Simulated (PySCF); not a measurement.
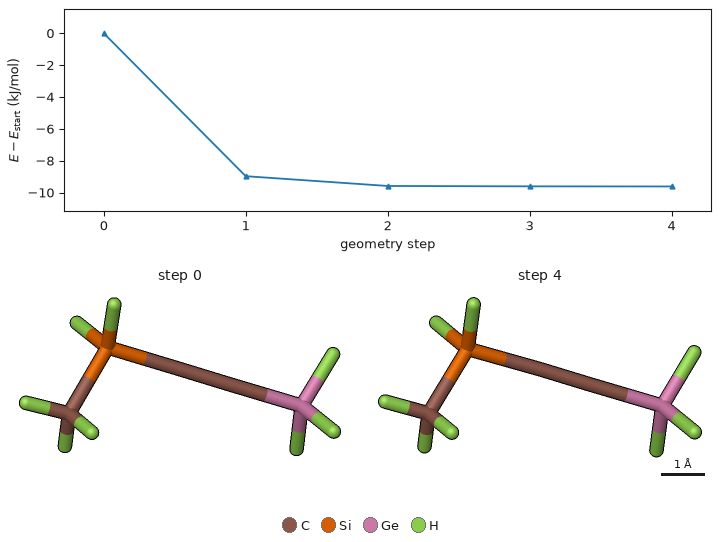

First and last geometry of a relaxation of C3H8GeSi, with the history of the run. The picture is a stick view, seen at a tilt.

The start comes from GFN2-xTB.

All numbers below come from PBE0-D3(BJ)/def2-SVP geometry optimisation, gas phase in PySCF 2.14.0, density-fitted response routines. 

### Read the history and describe the run.

It converged. The atom that moves furthest after the best rigid fit is an H atom (0.054 Å). By element the largest moves are H 0.054 Å, Si 0.035 Å, Ge 0.018 Å, C 0.010 Å. Among the contacts that change: Ge–H 1.492 → 1.536 Å, H–Si 1.468 → 1.494 Å, C–Si 1.898 → 1.875 Å, C–Si 1.855 → 1.840 Å. Among the angles between lasting bonds that change: H–Si–H 111.0° → 108.4°. The energy falls by 9.61 kJ/mol in 4 geometry steps.

```
step  E − E(0), kJ/mol
   0              0.00
   1             -8.97
   2             -9.58
   3             -9.60
   4             -9.61
```
